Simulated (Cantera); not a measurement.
Charge: 1 mol SiH₄, 8.2 mol N₂, at 10000 Pa.

Method: chemical equilibrium by Gibbs-energy minimisation in Cantera with the NASA 1993 tables (ideal gas, pure condensed phases). Candidate condensed phases: Si, Si₃N₄; 18 gas species. N₂ is the only nitrogen source here; it is nearly inert below about 1500 K, so the nitride shown seldom forms there in practice. The tables' values for SiN are old estimates; treat these amounts as uncertain. Gases not in the tables: Si₂H₆ and higher silanes. The numbers say what is thermodynamically allowed, not how fast it happens.

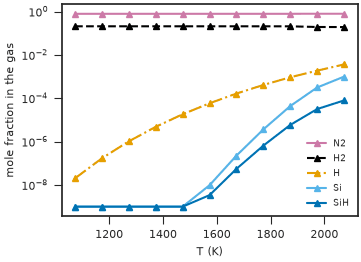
Equilibrium gas composition (values under 1e-9 drawn at 1e-9)

Question: Read off the mole fractions at 1473 K.

Answer: N₂ about 0.79, H₂ about 0.21, H about 1.8e-5.
